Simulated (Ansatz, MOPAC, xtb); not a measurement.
Bond stretch in H2Se, SMILES [SeH2], singlet. The Se1–H3 bond (Se1 also carries H; H3 carries nothing else) is stretched with both fragments frozen at the PBE0/def2-TZVP optimised geometry.

```
3

Se     0.0000     0.0000     0.0000
H      0.0000     1.4665    -0.0302
H      0.0000     0.0000     1.4668
```

Levels: UKS-PBE = unrestricted PBE/cc-pVDZ (Ansatz, an electronic-structure program); UKS-PBE0 = unrestricted PBE0/cc-pVDZ run with Ansatz; GFN1-xTB (xtb); PM6, restricted, heats of formation (MOPAC).

Energies are in mEh, each relative to the lowest point of its own curve near equilibrium.

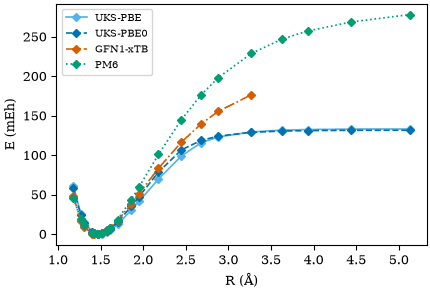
Figure. Energy against bond length for each method.

| R / Å | UKS-PBE | UKS-PBE0 | GFN1-xTB | PM6 |
|---|---|---|---|---|
| 1.18 | 60.6 | 57.9 | 48.2 | 45.3 |
| 1.27 | 25.6 | 23.6 | 16.4 | 19.1 |
| 1.31 | 15.8 | 14.2 | 8.8 | 11.5 |
| 1.40 | 3.2 | 2.4 | 0.6 | 1.7 |
| 1.42 | 1.8 | 1.2 | 0.0 | 0.8 |
| 1.47 | 0.0 | 0.0 | 0.0 | 0.0 |
| 1.52 | 0.3 | 0.8 | 1.7 | 1.3 |
| 1.58 | 2.7 | 4.0 | 5.4 | 5.1 |
| 1.61 | 4.6 | 6.2 | 7.9 | 7.8 |
| 1.70 | 12.3 | 15.0 | 17.0 | 18.4 |
| 1.86 | 30.2 | 35.0 | 37.9 | 43.5 |
| 1.95 | 41.3 | 47.3 | 51.0 | 59.4 |
| 2.18 | 69.6 | 78.5 | 83.4 | 100.9 |
| 2.45 | 99.1 | 106.7 | 116.5 | 145.1 |
| 2.68 | 115.5 | 118.6 | 139.5 | 176.2 |
| 2.88 | 123.0 | 124.0 | 155.3 | 198.0 |
| 3.27 | 129.4 | 128.9 | 176.4 | 228.8 |
| 3.63 | 131.6 | 130.5 | — | 246.9 |
| 3.93 | 132.4 | 131.0 | — | 257.1 |
| 4.44 | 133.0 | 131.4 | — | 268.6 |
| 5.13 | 133.1 | 131.5 | — | 278.0 |

At the longest distance, 5.13 Å, PM6 lies highest above its minimum (278.0 mEh) and UKS-PBE0 lowest (131.5 mEh).

A dash means that the run gave no value there, or that the column was ended at a point which the program doubted or which failed a test of continuity chosen for this set; such a test can also cut sound points.

The unrestricted determinant behind UKS-PBE is spin-contaminated at 2.68 to 5.13 Å (<S²> up to 1.0, against 0.00 for a pure singlet). The unrestricted determinant behind UKS-PBE0 is spin-contaminated at 2.45 to 5.13 Å (<S²> up to 1.0, against 0.00 for a pure singlet). The restricted form behind PM6 keeps the bonding electrons paired and can't separate into open-shell fragments.
